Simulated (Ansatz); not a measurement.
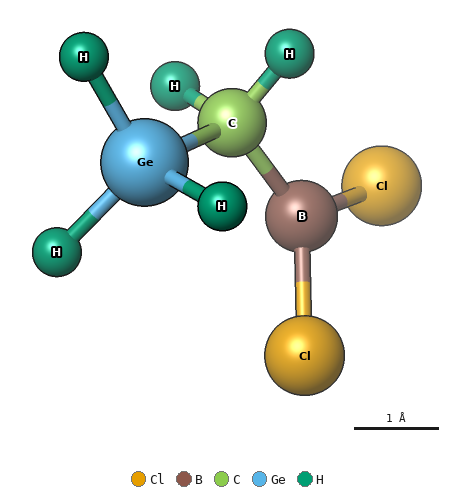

The input geometry (ball-and-stick view, seen at a tilt). Sticks mark near contacts.

## Phonon calculation, with input and output: CH$_{5}$BCl$_{2}$Ge

System: CH$_{5}$BCl$_{2}$Ge, SMILES ClB(Cl)[CH2][GeH3].
Method: RKS B3LYP-D4/def2-SVP (Ansatz 0.2.0).

It belongs to a series of runs on one base structure; here: vibrations at the highest image of the band.

Log
```
Engine: ansatz 0.2.0, x86_64-unknown-linux-gnu
Functional definition: B3LYP
  parameter a0 = 0.2
  parameter ax = 0.72
  parameter ac = 0.81
  exchange = (1 - a0 - ax)*slater_x + ax*b88_x + a0*exact_x
  correlation = (1 - ac)*vwn_rpa_c + ac*lyp_c
1287 factors; integrals over basis functions are off by at most 3.6e-4 eV
mean field evaluation 1: about -83341.4403 eV, gradient 4.8e1 eV
mean field evaluation 2: about -83337.1986 eV, gradient 6.0e1 eV
mean field evaluation 4: about -83346.5988 eV, gradient 3.1e0 eV
mean field evaluation 8: about -83346.6535 eV, gradient 7.3e-2 eV
mean field evaluation 16: about -83346.6535 eV, gradient 4.3e-5 eV
mean field -83346.65350122 eV, -3062.9330217790 hartree, gradient 4.3e-5 eV, S^2 0.000000; 0 other end points of the search recorded, 0 dependent functions left out
the calculation of the forces begins
reference -83346.65377964 eV, -3062.9330320106 hartree; 41, 41 occupied and 80, 80 virtual orbitals, 1287 factors
these checks for a lower state are left out or cut short: stability, starts, cluster_reference, orbital_swaps, neighbouring_geometries, increment
1287 factors; integrals over basis functions are off by at most 3.6e-4 eV
mean field -83346.65348118 eV, -3062.9330210426 hartree, gradient 1.3e-6 eV, S^2 0.000000; 0 other end points of the search recorded, 0 dependent functions left out
[... from here on the field's lines of each further geometry are left out, up to the last ...]
the calculation of the forces begins
reference -83346.65377964 eV, -3062.9330320107 hartree; 41, 41 occupied and 80, 80 virtual orbitals, 1287 factors
these checks for a lower state are left out or cut short: stability, starts, cluster_reference, orbital_swaps, neighbouring_geometries, increment
1287 factors; integrals over basis functions are off by at most 3.6e-4 eV
mean field evaluation 352: about -83346.6535 eV, gradient 4.3e-2 eV
mean field -83346.65348620 eV, -3062.9330212269 hartree, gradient 7.6e-6 eV, S^2 0.000000; 0 other end points of the search recorded, 0 dependent functions left out
the calculation of the forces begins
reference -83346.65376461 eV, -3062.9330314583 hartree; 41, 41 occupied and 80, 80 virtual orbitals, 1287 factors
WARN: phonons: modes at or below zero, which the zero-point energy, F, S and C_V leave out: 1, the lowest at -58.40 cm⁻¹. A minimum has none, and a first-order saddle one
Total energy: -83347.10497680 eV, -3062.9496132004 hartree
Atom 0 at    -0.179622    -2.908336    -1.384301 Å, force     0.000790     0.000253    -0.000691 eV/Å
Atom 1 at     0.113231    -1.575158    -0.262983 Å, force    -0.003103    -0.001157     0.000588 eV/Å
Atom 2 at     0.833759    -1.984909     1.295958 Å, force     0.000791    -0.000024     0.000876 eV/Å
Atom 3 at    -0.260262    -0.113060    -0.661826 Å, force     0.002488     0.000057    -0.002850 eV/Å
Atom 4 at     0.096443     1.331566     0.637679 Å, force    -0.000440     0.000123    -0.000280 eV/Å
Atom 5 at     0.257499     0.125766    -1.609073 Å, force    -0.000075    -0.000107     0.000485 eV/Å
Atom 6 at    -1.333436    -0.094857    -0.927051 Å, force    -0.000591     0.000209     0.000817 eV/Å
Atom 7 at    -0.348285     2.675576     0.019798 Å, force     0.000174     0.000436    -0.000396 eV/Å
Atom 8 at    -0.697950     1.090486     1.935766 Å, force    -0.000431    -0.000467     0.001780 eV/Å
Atom 9 at     1.601824     1.401727     0.959034 Å, force     0.000398     0.000677    -0.000329 eV/Å
Dipole moment:    -0.079325     0.147160    -0.137812 e Å
Vibrations: -58.40 108.99 137.84 216.61 296.21 332.73 479.08 487.01 610.47 662.86 727.82 838.16 886.87 893.97 917.57 1025.27 1044.54 1209.14 1363.19 2122.58 2138.88 2142.39 3032.78 3073.84 cm⁻¹, zero-point energy 1.534229 eV
```

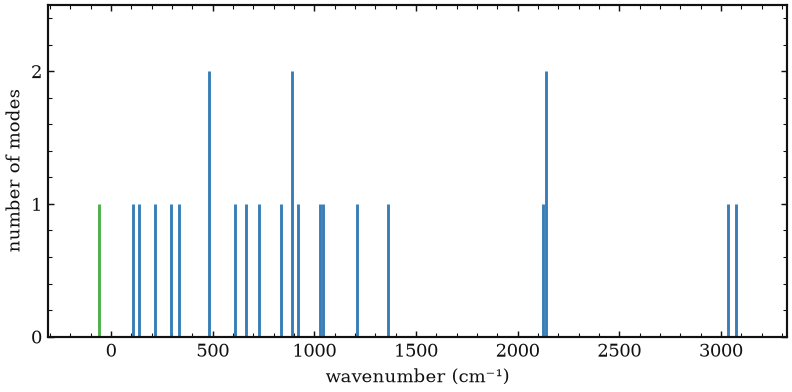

Harmonic vibrational wavenumbers from the force constants; neighbouring modes closer than 14 cm⁻¹ are counted in one stick, and imaginary ones are drawn at negative wavenumbers. 24 modes from 58i to 3074 cm⁻¹, 1 imaginary beyond 8i (58i cm⁻¹): not a clean minimum; so soft a mode can be a shallow saddle, an incomplete relaxation or noise of the force constants.

This output came from the following input.

The input
```yaml
crystal:
  periodic: [false, false, false]
  atoms:
    - { symbol: Cl, position_ang: [-0.179622, -2.908336, -1.384301] }
    - { symbol: B, position_ang: [0.113231, -1.575158, -0.262983] }
    - { symbol: Cl, position_ang: [0.833759, -1.984909, 1.295958] }
    - { symbol: C, position_ang: [-0.260262, -0.11306, -0.661826] }
    - { symbol: Ge, position_ang: [0.096443, 1.331566, 0.637679] }
    - { symbol: H, position_ang: [0.257499, 0.125766, -1.609073] }
    - { symbol: H, position_ang: [-1.333436, -0.094857, -0.927051] }
    - { symbol: H, position_ang: [-0.348285, 2.675576, 0.019798] }
    - { symbol: H, position_ang: [-0.69795, 1.090486, 1.935766] }
    - { symbol: H, position_ang: [1.601824, 1.401727, 0.959034] }
basis:
  gaussian: { orbitals: def2-SVP }
hamiltonian:
  xc: b3lyp
  dispersion: d4
phonons: {}
```

Launched with:
```bash
ansatz run input.yaml --threads 2 --pin off --max-ram 3072MiB --backend cpu --events-out ev --progress --plain --runs-dir out
```

Key numbers

- outcome: converged
- total energy: −83347.1050 eV
- mean-field energy: −83346.6538 eV
- largest force (length of the vector): 0.004 eV/Å
- hardware: 2 threads of Intel Xeon (Granite Rapids), 16 GiB of memory available, shared host
- wall time: 93 s (CPU time 3 min)
- peak memory: 0.34 GiB
